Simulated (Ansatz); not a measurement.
**ZrInSi in the AlB2 type: lattice stability ahead of a resistivity run**

The plan: relax ZrInSi in the AlB2 type, check its phonons, and, if the lattice is stable, compute its Eliashberg function and ρ(T).

Main program and level: Ansatz 0.2.0; DFT PBEsol, scalar-relativistic, plane waves, PAW.

The structure was built from a prototype and need not be the compound's stable phase.

## (1) The starting structure

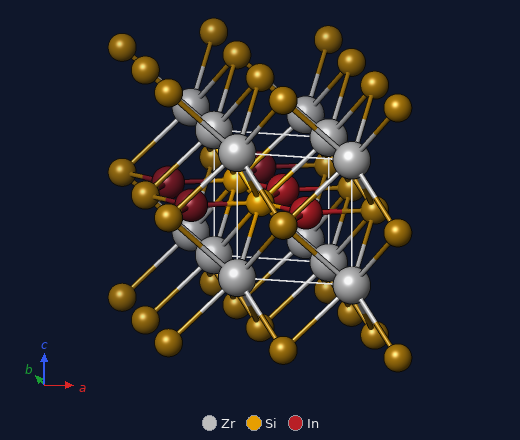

The cell as given, slightly off an axis (zirconium light grey, silicon orange, indium red). 1×2×1 cells are drawn. Some periodic images of atoms are drawn too.

## (2) Relaxation

The structure is brought to rest under this functional.

File input.yaml:

```yaml
crystal:
  lattice:
    - [4.24064, 0.0, 0.0]
    - [-2.12032, 3.6725, 0.0]
    - [0.0, 0.0, 4.45267]
  atoms:
    - { symbol: Zr, position: [0.0, 0.0, 0.0] }
    - { symbol: Si, position: [0.33333333, 0.66666667, 0.5] }
    - { symbol: In, position: [0.66666667, 0.33333333, 0.5] }
kpoints:
  mp_grid: { grid: [9, 9, 8] }
hamiltonian:
  xc: pbesol
scf:
  occupations: { method: gaussian, width: 0.1 }
output:
  forces: true
  stress: true
  eigenvalues: true
relax:
  adjacent_minimum: "off"
  f_tol: 0.005
  max_steps: 80
  cell: { stress_tol: 0.05 }
```

Launch:

```bash
$ ansatz run input.yaml --threads 4 --pin off --max-ram 10240MiB --backend cpu --events-out ev --progress --plain --runs-dir out
```

Numbers of over 12 decimals in the logs are rounded to 6 here.

What it wrote:

```text
Engine: ansatz 0.2.0, x86_64-unknown-linux-gnu
Pseudopotentials: kind: paw
Pseudopotential: Zr, paw, valence charge 12, recommended cutoff 420 eV (normal), Zr.paw.azcp
Pseudopotential: Si, paw, valence charge 4, recommended cutoff 420 eV (normal), Si.paw.azcp
Pseudopotential: In, paw, valence charge 13, recommended cutoff 420 eV (normal), In.paw.azcp
Functional definition: PBEsol
  exchange = pbesol_x
  correlation = pbesol_c
Crystal: 3 atoms, lattice volume = 69.345 Å³
Basis set: ecut = 420 eV, 1353 PW (Γ), exchange–correlation on 60×60×60 points (8 copies of the dense FFT grid, shifted against one another)
Bands: 19, of which v1, the nominal top of the filled ones, is band 15 counted from 1 (14 counted from 0)
Symmetry: 12 space group operations
Space group: P-6m2 (ITA 187), of the structure as read, at distance tolerance 4.1e-5 Å
k-points: 60 of 648 (time reversal used)
Non-local potential: Zr, projectors of the file, l = 0: 3, l = 1: 2, l = 2: 2, l = 3: 2
Non-local potential: Si, projectors of the file, l = 0: 2, l = 1: 2, l = 2: 2
Non-local potential: In, projectors of the file, l = 0: 2, l = 1: 2, l = 2: 2, l = 3: 2
PAW form: soft (Blöchl's): semilocal exchange-correlation on the pseudo side does not see the compensation charge
PAW frozen core: Zr, regenerated for the run's functional, and the local potential with it (the file was generated under x = pbe(κ = 0.804, μ = 0.219515), c = pbe(β = 0.066725))
PAW frozen core: Si, regenerated for the run's functional, and the local potential with it (the file was generated under x = pbe(κ = 0.804, μ = 0.219515), c = pbe(β = 0.066725))
PAW frozen core: In, regenerated for the run's functional, and the local potential with it (the file was generated under x = pbe(κ = 0.804, μ = 0.219515), c = pbe(β = 0.066725))
PAW one-centre angular grid: Zr, 590 points (default); XC on 64 Gauss nodes
PAW one-centre angular grid: Si, 110 points (default); XC on 64 Gauss nodes
PAW one-centre angular grid: In, 590 points (default); XC on 64 Gauss nodes
Initial density: superposition of atomic densities (neutral atoms: chi_scale 0, normalization atom), corrected by the library's trained network
Initial wavefunctions: pseudopotential atomic-orbital guess
Functional: x = pbesol(κ = 0.804, μ = 0.123457), c = pbesol(β = 0.046)
SCF iter   1: F=—  HF=-10274.581180 eV  |F-HF|=—  |Δ(HF+E_count)|=         —  Δρ=4.60e-3  dr2=2.81e-2  ethr=1.77e-3  ⟨swp⟩=5.5  Hψ=5922  notcnv=0
preconditioner: auto → Kerker (q_TF=auto, 2.359 Å⁻¹)  [metal: Δε(μ)=0.051 eV  Ē_g=10.679 eV  σ=0.100 eV  W_gap=0.28  n_scr=20 (ndim 8)  ℏωp=20.4 eV  f_vac=0.000  D(μ)=3.29/eV (n_scr^D=22)]
SCF iter   2: F=—  HF=-10274.575792 eV  |F-HF|=—  |Δ(HF+E_count)|=   5.39e-3  Δρ=1.94e-3  dr2=3.83e-3  ethr=9.68e-5  ⟨swp⟩=1.0  Hψ=1620  notcnv=0
SCF iter   3: F=—  HF=-10274.574981 eV  |F-HF|=—  |Δ(HF+E_count)|=   8.12e-4  Δρ=6.41e-4  dr2=3.88e-4  ethr=1.32e-5  ⟨swp⟩=2.0  Hψ=1328  notcnv=0
SCF iter   4: F=—  HF=-10274.574897 eV  |F-HF|=—  |Δ(HF+E_count)|=   8.37e-5  Δρ=1.05e-4  dr2=9.15e-6  ethr=1.34e-6  ⟨swp⟩=2.0  Hψ=1466  notcnv=0
SCF iter   5: F=—  HF=-10274.574917 eV  |F-HF|=—  |Δ(HF+E_count)|=   1.97e-5  Δρ=3.12e-5  dr2=7.13e-7  ethr=3.16e-8  ⟨swp⟩=2.0  Hψ=1877  notcnv=0
SCF iter   6: F=-10274.574916 eV  HF=-10274.574916 eV  |F-HF|=5.54e-8  |Δ(HF+E_count)|=   1.85e-7  Δρ=9.20e-6  dr2=8.94e-8  ethr=3.45e-10  ⟨swp⟩=7.0  Hψ=5510  notcnv=0
SCF 1 converged in 6 iterations: F = -10274.574916 eV  dr2 = 8.94e-8
  greatest PAW one-centre occupation: 0.996 electrons in one spin orbital (limit 2), on the Zr atom at site 0 (counted from 0), in its partial waves of l = 0
relax step   1: F+E_penalty+E_count = -10274.57491629 eV  Δ(F+E_penalty+E_count) = +0.000e0 eV  max|allowed force component| = 2.344e-16 eV/Å  Δτ_max = 0.0000 Å  P = -7.260 GPa  Ω = 69.345 Å³  (6 SCF iters, dr2 threshold 1.00e-7 eV, accepted)
Crystal: 3 atoms, lattice volume = 65.788 Å³
Basis set: ecut = 420 eV, 1233 PW (Γ), exchange–correlation on 60×60×60 points (8 copies of the dense FFT grid, shifted against one another)
Initial density: handed on by an earlier stage of this run
Initial wavefunctions: those handed on with the density
iter 1 solved again at ethr=6.42e-5 eV; its pass at ethr=3.10e-3 eV (dr2=1.86e-2 eV) is discarded
SCF iter   1: F=—  HF=-10274.949802 eV  |F-HF|=—  |Δ(HF+E_count)|=         —  Δρ=3.61e-3  dr2=1.91e-2  ethr=6.42e-5  ⟨swp⟩=1.1  Hψ=6757  notcnv=0
preconditioner: auto → Kerker (q_TF=auto, 2.380 Å⁻¹)  [metal: Δε(μ)=0.035 eV  Ē_g=10.843 eV  σ=0.100 eV  W_gap=0.19  n_scr=20 (ndim 8)  ℏωp=21.0 eV  f_vac=0.000  D(μ)=3.16/eV (n_scr^D=20)]
SCF iter   2: F=—  HF=-10274.946126 eV  |F-HF|=—  |Δ(HF+E_count)|=   3.68e-3  Δρ=1.92e-3  dr2=4.43e-3  ethr=6.42e-5  ⟨swp⟩=1.9  Hψ=1224  notcnv=0
SCF iter   3: F=—  HF=-10274.944760 eV  |F-HF|=—  |Δ(HF+E_count)|=   1.37e-3  Δρ=5.65e-4  dr2=4.35e-4  ethr=1.53e-5  ⟨swp⟩=2.2  Hψ=1378  notcnv=0
SCF iter   4: F=—  HF=-10274.944611 eV  |F-HF|=—  |Δ(HF+E_count)|=   1.49e-4  Δρ=1.12e-4  dr2=1.09e-5  ethr=1.50e-6  ⟨swp⟩=2.0  Hψ=1502  notcnv=0
SCF iter   5: F=—  HF=-10274.944605 eV  |F-HF|=—  |Δ(HF+E_count)|=   6.07e-6  Δρ=3.16e-5  dr2=8.32e-7  ethr=3.76e-8  ⟨swp⟩=2.1  Hψ=1723  notcnv=0
SCF iter   6: F=-10274.944605 eV  HF=-10274.944605 eV  |F-HF|=3.31e-8  |Δ(HF+E_count)|=   2.03e-7  Δρ=8.99e-6  dr2=7.67e-8  ethr=1.03e-9  ⟨swp⟩=5.9  Hψ=5089  notcnv=0
SCF 2 converged in 6 iterations: F = -10274.944605 eV  dr2 = 7.67e-8
relax step   2: F+E_penalty+E_count = -10274.94460505 eV  Δ(F+E_penalty+E_count) = -3.697e-1 eV  max|allowed force component| = 1.451e-16 eV/Å  Δτ_max = 0.0000 Å  P = -5.400 GPa  Ω = 65.788 Å³  energy of the carried Pulay correction = +6.216e-4 eV  (6 SCF iters, dr2 threshold 3.00e-7 eV, accepted)
Crystal: 3 atoms, lattice volume = 62.702 Å³
Basis set: ecut = 420 eV, 1207 PW (Γ), exchange–correlation on 60×60×60 points (8 copies of the dense FFT grid, shifted against one another)
iter 1 solved again at ethr=7.26e-5 eV; its pass at ethr=3.10e-3 eV (dr2=2.11e-2 eV) is discarded
SCF iter   1: F=—  HF=-10275.255203 eV  |F-HF|=—  |Δ(HF+E_count)|=         —  Δρ=3.85e-3  dr2=2.15e-2  ethr=7.26e-5  ⟨swp⟩=1.0  Hψ=6782  notcnv=0
preconditioner: auto → Kerker (q_TF=auto, 2.399 Å⁻¹)  [metal: Δε(μ)=0.007 eV  Ē_g=11.041 eV  σ=0.100 eV  W_gap=0.04  n_scr=20 (ndim 8)  ℏωp=21.5 eV  f_vac=0.000  D(μ)=3.39/eV (n_scr^D=28)]
SCF iter   2: F=—  HF=-10275.251009 eV  |F-HF|=—  |Δ(HF+E_count)|=   4.19e-3  Δρ=2.06e-3  dr2=5.32e-3  ethr=7.26e-5  ⟨swp⟩=1.9  Hψ=1227  notcnv=0
SCF iter   3: F=—  HF=-10275.249327 eV  |F-HF|=—  |Δ(HF+E_count)|=   1.68e-3  Δρ=5.96e-4  dr2=4.97e-4  ethr=1.83e-5  ⟨swp⟩=2.2  Hψ=1369  notcnv=0
SCF iter   4: F=—  HF=-10275.249153 eV  |F-HF|=—  |Δ(HF+E_count)|=   1.74e-4  Δρ=1.22e-4  dr2=1.10e-5  ethr=1.71e-6  ⟨swp⟩=2.1  Hψ=1576  notcnv=0
SCF iter   5: F=—  HF=-10275.249153 eV  |F-HF|=—  |Δ(HF+E_count)|=   1.25e-7  Δρ=3.71e-5  dr2=1.02e-6  ethr=3.78e-8  ⟨swp⟩=2.1  Hψ=1767  notcnv=0
SCF iter   6: F=-10275.249153 eV  HF=-10275.249153 eV  |F-HF|=2.35e-8  |Δ(HF+E_count)|=   2.45e-7  Δρ=9.11e-6  dr2=6.65e-8  ethr=1.03e-9  ⟨swp⟩=6.5  Hψ=5193  notcnv=0
SCF 3 converged in 6 iterations: F = -10275.249153 eV  dr2 = 6.65e-8
relax step   3: F+E_penalty+E_count = -10275.24915286 eV  Δ(F+E_penalty+E_count) = -3.045e-1 eV  max|allowed force component| = 1.126e-16 eV/Å  Δτ_max = 0.0000 Å  P = -3.339 GPa  Ω = 62.702 Å³  energy of the carried Pulay correction = +1.186e-3 eV  (6 SCF iters, dr2 threshold 3.00e-7 eV, accepted)
[...]
relax step   4: F+E_penalty+E_count = -10275.47371170 eV  Δ(F+E_penalty+E_count) = -2.246e-1 eV  max|allowed force component| = 8.635e-17 eV/Å  Δτ_max = 0.0000 Å  P = -2.205 GPa  Ω = 60.724 Å³  energy of the carried Pulay correction = +1.552e-3 eV  (6 SCF iters, dr2 threshold 3.00e-7 eV, accepted)
[...]
relax step   5: F+E_penalty+E_count = -10275.59160848 eV  Δ(F+E_penalty+E_count) = -1.179e-1 eV  max|allowed force component| = 5.474e-17 eV/Å  Δτ_max = 0.0000 Å  P = +0.345 GPa  Ω = 58.200 Å³  energy of the carried Pulay correction = +2.045e-3 eV  (6 SCF iters, dr2 threshold 3.00e-7 eV, accepted)
[...]
relax step   6: F+E_penalty+E_count = -10275.61389657 eV  Δ(F+E_penalty+E_count) = -2.229e-2 eV  max|allowed force component| = 2.814e-17 eV/Å  Δτ_max = 0.0000 Å  P = -0.453 GPa  Ω = 58.075 Å³  energy of the carried Pulay correction = +2.053e-3 eV  (6 SCF iters, dr2 threshold 3.00e-7 eV, accepted)
[...]
relax step   7: F+E_penalty+E_count = -10275.61441477 eV  Δ(F+E_penalty+E_count) = -5.182e-4 eV  max|allowed force component| = 4.626e-17 eV/Å  Δτ_max = 0.0000 Å  P = +0.258 GPa  Ω = 57.602 Å³  energy of the carried Pulay correction = +2.150e-3 eV  (6 SCF iters, dr2 threshold 3.00e-7 eV, accepted)
[...]
relax step   8: F+E_penalty+E_count = -10275.61452142 eV  Δ(F+E_penalty+E_count) = -1.066e-4 eV  max|allowed force component| = 4.877e-17 eV/Å  Δτ_max = 0.0000 Å  P = +0.001 GPa  Ω = 57.762 Å³  energy of the carried Pulay correction = +2.117e-3 eV  (6 SCF iters, dr2 threshold 2.13e-7 eV, accepted)
Basis set: ecut = 420 eV, 1133 PW (Γ), exchange–correlation on 60×60×48 points (8 copies of the dense FFT grid, shifted against one another)
Initial wavefunctions: pseudopotential atomic-orbital guess (no wavefunctions were taken with the density)
iter 1 solved again at ethr=1.06e-8 eV; its pass at ethr=3.10e-3 eV (dr2=3.06e-6 eV) is discarded
SCF iter   1: F=—  HF=-10275.614184 eV  |F-HF|=—  |Δ(HF+E_count)|=         —  Δρ=1.05e-4  dr2=7.82e-7  ethr=1.06e-8  ⟨swp⟩=3.4  Hψ=9479  notcnv=0
preconditioner: auto → none  [metal: Δε(μ)=0.029 eV  Ē_g=11.351 eV  σ=0.100 eV  W_gap=0.16  n_scr=8 (ndim 8)  ℏωp=22.4 eV  f_vac=0.000  D(μ)=2.71/eV (n_scr^D=26)]
SCF iter   2: F=—  HF=-10275.614185 eV  |F-HF|=—  |Δ(HF+E_count)|=   6.61e-7  Δρ=5.11e-5  dr2=1.80e-7  ethr=2.70e-9  ⟨swp⟩=2.0  Hψ=1440  notcnv=0
SCF iter   3: F=—  HF=-10275.614185 eV  |F-HF|=—  |Δ(HF+E_count)|=   4.78e-7  Δρ=8.25e-6  dr2=1.58e-8  ethr=6.20e-10  ⟨swp⟩=2.0  Hψ=1639  notcnv=0
SCF iter   4: F=—  HF=-10275.614185 eV  |F-HF|=—  |Δ(HF+E_count)|=   4.89e-9  Δρ=1.27e-6  dr2=2.49e-10  ethr=5.45e-11  ⟨swp⟩=2.0  Hψ=1778  notcnv=0
iter 5 did not close the SCF: its close was put off for the readings that it lacked (scf_convergence_deferred on its scf_iter line)
SCF iter   5: F=-10275.614185 eV  HF=-10275.614185 eV  |F-HF|=1.09e-11  |Δ(HF+E_count)|=  3.06e-10  Δρ=2.89e-7  dr2=1.57e-11  ethr=1.00e-12  ⟨swp⟩=2.7  Hψ=1824  notcnv=0
SCF iter   6: F=-10275.614185 eV  HF=-10275.614185 eV  |F-HF|=3.64e-12  |Δ(HF+E_count)|=  1.46e-11  Δρ=3.47e-8  dr2=5.15e-13  ethr=1.00e-12  ⟨swp⟩=4.0  Hψ=4637  notcnv=0
SCF 9 converged in 6 iterations: F = -10275.614185 eV  dr2 = 5.15e-13
relax step   9: F+E_penalty+E_count = -10275.61418547 eV  Δ(F+E_penalty+E_count) = +3.360e-4 eV  max|allowed force component| = 4.260e-17 eV/Å  Δτ_max = 0.0000 Å  P = -0.003 GPa  Ω = 57.762 Å³  stress off target by 1.67e-2 GPa  SCF on the basis re-selected at this cell (its energy is not comparable with the rows above)  (6 SCF iters)
basis re-selected at this cell: Δ(F+E_penalty+E_count) = +3.360e-4 eV, ΔP = -0.005 GPa vs the last step (what re-selecting the basis moved, of the pressure what is left beyond the Pulay correction that the steps carried, after the strain that the cell walked since its last selection, with what the two solves' SCF thresholds leave and, on support functions, any second-order correction that the steps lacked; it is no measure of the basis error at this ecutwfc). The dense FFT grid was sized anew with the basis: this SCF ran on 30×30×24 points, the steps before it on 30×30×30, so part of this shift can come from that change (see relax.cell in the input reference). [rest of the remark cut]
SCF converged after 6 iterations
Free energy (F): -10275.614185 eV
Harris-Foulkes:  -10275.614185 eV  (|F-HF|=3.64e-12)
Internal energy: -10275.600644 eV  (E = F + TS)
E sigma→0 (E₀):  -10275.607415 eV
Entropy (-TS):   -0.013541 eV (-4.514 meV/atom)
Fermi energy:    13.665499 eV
--- Per-component energies (eV) ---
  E_band       = -70.044804
  E_kinetic    = 620.292725
  E_local      = -1745.045957  (includes V_loc(G=0)·N_el)
  E_nonlocal   = 475.340340
  E_hartree    = 653.125550
  E_xc         = -430.843890
  E_vxc        = -340.118995  (∫ρ·V_xc dr)
  E_paw        = -7482.936607  (= ΣΔE_a)
  E_vpaw       = -386.764089  (= ΣTr[D̂ρ^β])
  E_aug_tail   = 0.000056  (compensation charges beyond the density's cutoff)
  E_ewald      = -2365.966045
  E_core_change = 0.433184  (= ΣΔE_core)
  E_smearing   = -0.013541  (= −TS)
  E_closure    = 0.000000  (closes the sum)
  Σ components = -10275.614185   (vs F -10275.614185, Δ=0.00e0)
--- Forces (eV/Å), atoms counted from 1 ---
  atom   1  Zr    -0.00000000    -0.00000000    -0.00000000
  atom   2  Si     0.00000000     0.00000000    -0.00000000
  atom   3  In     0.00000000     0.00000000     0.00000000
  max |Σ_I F_I| component: 1.68e-17 eV/Å
--- Stress (GPa, compression-positive) ---
        0.003154      -0.000000       0.000000
        0.000000       0.003154      -0.000000
        0.000000      -0.000000      -0.016742
  P = ⅓ Tr σ = -0.0035 GPa (-0.035 kbar)
--- Band table (eV; the first three rows and the last of 60) ---
  k-point 0: bands = [... 11 lower, 10.0120, 11.5845, 12.1922, 14.1821, 14.8528, 14.8528, 15.0660, 15.0660]
  k-point 1: bands = [... 11 lower, 10.2037, 11.5020, 12.0172, 13.6441, 13.6441, 13.8397, 16.4724, 16.4724]
  k-point 2: bands = [... 11 lower, 10.7640, 10.7640, 12.5560, 12.6412, 12.6412, 14.4660, 15.8164, 15.8164]
  k-point 59: bands = [... 11 lower, 9.7346, 9.9244, 10.5516, 14.0367, 14.8429, 15.4427, 15.6506, 15.9209]
--- Relaxed structure (8 steps of the walk, 8 accepted, 1 SCFs on fresh bases) ---
  F+E_penalty+E_count = -10275.61418547 eV   max|allowed force component| = 4.260e-17 eV/Å   (the final SCF, on the basis selected at the relaxed cell)
  cell:  # Å, volume = 57.7622 Å³
    - [4.401994, 1.791397729541356e-17, 0]
    - [-2.200997, 3.812238, 0]
    - [0, 0, 3.442024]
  atoms:
    - { symbol: Zr, position: [0, 0, 0.0] }
    - { symbol: Si, position: [0.333333, 0.666667, 0.500000] }
    - { symbol: In, position: [0.666667, 0.333333, 0.500000] }
```

Elapsed: 20 s, on 4 threads of Intel Xeon 6975P-C (Granite Rapids), shared host; peak memory 0.55 GiB.

The steps of the relaxation:

| step | energy less that of the first step (eV) | largest force component (eV/Å) | pressure (GPa) | volume (Å³) |
| --- | --- | --- | --- | --- |
| 1 | 0.0000 | 0.0000 | -7.26 | 69.34 |
| 2 | -0.3697 | 0.0000 | -5.40 | 65.79 |
| 3 | -0.6742 | 0.0000 | -3.34 | 62.70 |
| 4 | -0.8988 | 0.0000 | -2.21 | 60.72 |
| 5 | -1.0167 | 0.0000 | 0.35 | 58.20 |
| 6 | -1.0390 | 0.0000 | -0.45 | 58.08 |
| 7 | -1.0395 | 0.0000 | 0.26 | 57.60 |
| 8 | -1.0396 | 0.0000 | 0.00 | 57.76 |
| 9* | -1.0393 | 0.0000 | 0.00 | 57.76 |

Relaxation steps marked * repeat the geometry before them on a plane-wave basis chosen anew for their cell, so energy and pressure can jump there.

Forces are held to the 12 operations that the run works with; a distortion that breaks them can't arise in this run.

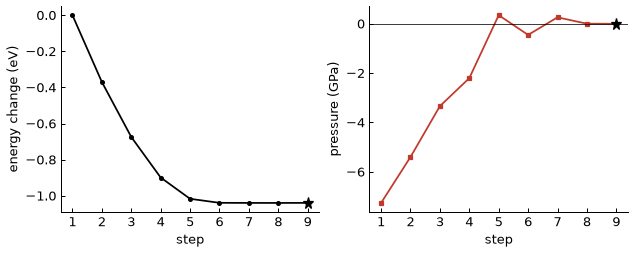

Energy and pressure along the relaxation. Stars mark steps on a basis chosen anew.

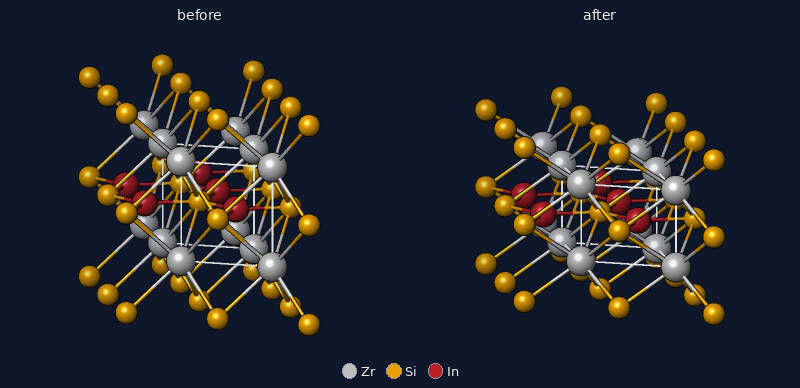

Before and after, at one scale.

| cell as run | before | after | change |
| --- | --- | --- | --- |
| a (Å) | 4.241 | 4.402 | +3.8 % |
| b (Å) | 4.241 | 4.402 | +3.8 % |
| c (Å) | 4.453 | 3.442 | -22.7 % |
| volume (Å³/atom) | 23.11 | 19.25 | -16.7 % |

Final coordinates:

```cif
data_structure
_symmetry_space_group_name_H-M 'P 1'
_symmetry_Int_Tables_number 1
_cell_length_a 4.4020
_cell_length_b 4.4020
_cell_length_c 3.4420
_cell_angle_alpha 90.000
_cell_angle_beta 90.000
_cell_angle_gamma 120.000
_cell_volume 57.76
loop_
_atom_site_label
_atom_site_type_symbol
_atom_site_fract_x
_atom_site_fract_y
_atom_site_fract_z
_atom_site_occupancy
Zr1 Zr 0.00000 0.00000 0.00000 1
Si2 Si 0.33333 0.66667 0.50000 1
In3 In 0.66667 0.33333 0.50000 1
```

This step gave:

```
pressure          : -0.003478 GPa
volume per atom   : 19.25 Å³/atom
metallic on mesh  : yes
gap on the k-mesh : 0 eV
```

The largest force is now zero by symmetry and the largest stress component 0.017 GPa.

## (3) Relaxing cell and atoms

The cell moved far, so the relaxation is started again from the new cell to confirm it.

input.yaml, the sections that differ from step 2:

```yaml
crystal:
  lattice:
    - [4.4019936265, 0.0, 0.0]
    - [-2.2009968133, 3.8122383079, 0.0]
    - [0.0, 0.0, 3.442024104]
  atoms:
    - { symbol: Zr, position: [0.0, 0.0, 0.0] }
    - { symbol: Si, position: [0.3333333333, 0.6666666667, 0.5] }
    - { symbol: In, position: [0.6666666667, 0.3333333333, 0.5] }
# kpoints, hamiltonian, scf, output, relax: as in step 2
```

What it wrote:

```text
[the first part of the log is left out]
  E_paw        = -7482.936609  (= ΣΔE_a)
  E_vpaw       = -386.764090  (= ΣTr[D̂ρ^β])
  E_aug_tail   = 0.000056  (compensation charges beyond the density's cutoff)
  E_ewald      = -2365.966045
  E_core_change = 0.433184  (= ΣΔE_core)
  E_smearing   = -0.013541  (= −TS)
  E_closure    = 0.000000  (closes the sum)
  Σ components = -10275.614185   (vs F -10275.614185, Δ=0.00e0)
[...]
--- Stress (GPa, compression-positive) ---
        0.003156       0.000000       0.000000
        0.000000       0.003156       0.000000
        0.000000       0.000000      -0.016744
  P = ⅓ Tr σ = -0.0035 GPa (-0.035 kbar)
--- Band table (eV; the first three rows and the last of 60) ---
[...]
--- Relaxed structure (1 steps of the walk, 1 accepted, 1 SCFs on fresh bases) ---
[...]
cell:  # Å, volume = 57.7622 Å³
    - [4.401994, 2.8867488914962173e-11, 0.0]
    - [-2.200997, 3.812238, 0.0]
    - [0.0, 0.0, 3.442024104]
  atoms:
    - { symbol: Zr, position: [0.0, 0.0, 0.0] }
    - { symbol: Si, position: [0.333333, 0.666667, 0.500000] }
    - { symbol: In, position: [0.666667, 0.333333, 0.500000] }
```

Run time: 2.4 s. Hardware: 4 threads; peak memory 0.52 GiB; 8.4 s of CPU time.

Little changed from the start: no atom moved by 0.005 Å and no cell edge by 0.1 %.

Numbers from this step:

| Property | Result |
| --- | --- |
| pressure | -0.003477 GPa |

The largest force is now zero by symmetry and the largest stress component 0.017 GPa.

## (4) Tight relaxation

No force is left; the cell is relaxed once more with another smearing and tight thresholds.

input.yaml, the sections that differ from step 3:

```yaml
scf:
  occupations: { method: methfessel_paxton, width: 0.2 }
relax:
  adjacent_minimum: "off"
  f_tol: 0.001
  max_steps: 60
  cell: { stress_tol: 0.01 }
# crystal, kpoints, hamiltonian, output: as in step 3
```

What it wrote:

```text
[the first part of the log is left out]
  E_paw        = -7482.937616  (= ΣΔE_a)
  E_vpaw       = -386.765204  (= ΣTr[D̂ρ^β])
  E_aug_tail   = 0.000056  (compensation charges beyond the density's cutoff)
  E_ewald      = -2366.162787
  E_core_change = 0.433184  (= ΣΔE_core)
  E_smearing   = -0.003018  (= −TS)
  E_closure    = 0.000000  (closes the sum)
  Σ components = -10275.608378   (vs F -10275.608378, Δ=0.00e0)
[...]
--- Stress (GPa, compression-positive) ---
       -0.000944       0.000000       0.000000
        0.000000      -0.000944       0.000000
        0.000000       0.000000       0.000554
  P = ⅓ Tr σ = -0.0004 GPa (-0.004 kbar)
--- Band table (eV; the first three rows and the last of 60) ---
[...]
--- Relaxed structure (3 steps of the walk, 3 accepted, 1 SCFs on fresh bases) ---
[...]
cell:  # Å, volume = 57.7478 Å³
    - [4.401737, 2.8865807631056984e-11, 0.0]
    - [-2.200869, 3.812016, 0.0]
    - [0.0, 0.0, 3.441569]
  atoms:
    - { symbol: Zr, position: [0, 0, 0.0] }
    - { symbol: Si, position: [0.333333, 0.666667, 0.5] }
    - { symbol: In, position: [0.666667, 0.333333, 0.5] }
```

It took 6.9 s on 4 threads; peak memory 0.52 GiB; 26 s of CPU time.

Little changed from the start: no atom moved by 0.005 Å and no cell edge by 0.1 %.

This step gave:

```yaml
pressure: -4.45e-4 GPa
```

The largest force is now zero by symmetry and the largest stress component 9.4e-4 GPa, small enough for phonons.

(Continued in part 2 of 2.)

[Logs are printed without paths, hosts, clocks, repeated set-up lines and the standing remarks that a program may print on its own settings, such as how far it seeks lower states.]

[Hosts, paths, dates, database ids (printed as entryN), source tags and the programs' standing remarks are cut or masked in the printed files.]
